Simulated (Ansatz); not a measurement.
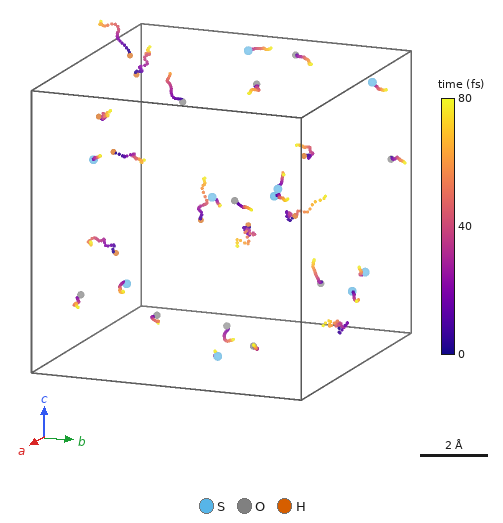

Molecular dynamics of a periodic cell with 5 SO2 + 5 SH2 at 1.216 g/cm³, 80 fs long. It starts from the last geometry of an earlier run, with fresh velocities. Dots mark each atom's position at evenly spaced times, coloured by time; spheres stand at the starting positions. Seen slightly off an axis in the simulation cell.

These are results of DFT PBE-D3(BJ), scalar-relativistic, plane waves, PAW (Ansatz), not measurements. Settings: plane-wave cutoff 420 eV; k-point mesh 1 × 1 × 1; Fermi-Dirac smearing 0.05 eV; Langevin thermostat and barostat (NPT); set temperature 1000 K; time step 0.5 fs; H given the mass 2.014 u; friction 0.02 per fs; target pressure 0 GPa.

**How do the atoms move?**

In the second half of the run the atoms are, in the root-mean-square, this far from where they began (common drift taken out): H 0.80 Å, O 0.51 Å, S 0.43 Å. The heavy atoms stay within a fraction of a molecule's size of their starting places; so short a run doesn't tell a liquid from a solid.

Limits of the set-up: masses were changed (H 2.014 u), which shifts the vibrations.

The run took 11 min on 1 thread of Arm Neoverse V2, with other jobs on the host, peak memory 0.63 GiB.
